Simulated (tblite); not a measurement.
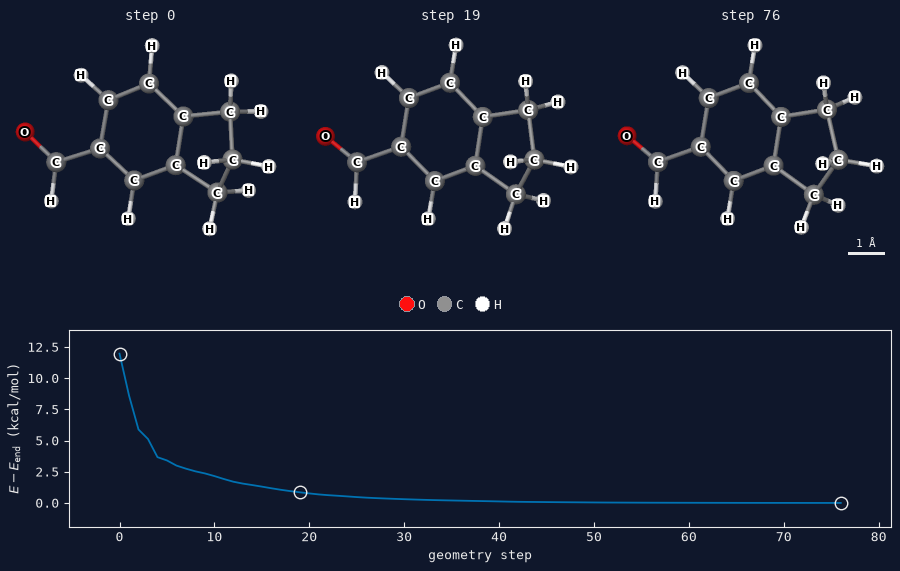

Frames of a relaxation of C10H10O, marked on the history of the run. A ball-and-stick model, seen at a tilt.

The calculation used GFN2-xTB geometry optimisation, gas phase in tblite 0.8.0. 

Q: Describe the path.

A: Over 76 geometry steps the energy falls by 12.0 kcal/mol. The atom that moves furthest after the best rigid fit is an H atom (0.52 Å). By element the largest moves are H 0.52 Å, C 0.20 Å, O 0.17 Å. Near-neighbour distances that change, for instance: C–O 1.272 → 1.206 Å, C–H 1.127 → 1.094 Å, C–C 1.402 → 1.376 Å, C–C 1.375 → 1.399 Å. Bond angles that change, for instance: C–C–H 103.4° → 110.9°, H–C–H 115.1° → 108.2°, C–C–C 98.4° → 105.2°. From step 0 to 19: an H atom moves most (0.32 Å), energy −11.1 kcal/mol. From step 19 to 76: an H atom moves most (0.35 Å), energy −0.85 kcal/mol.
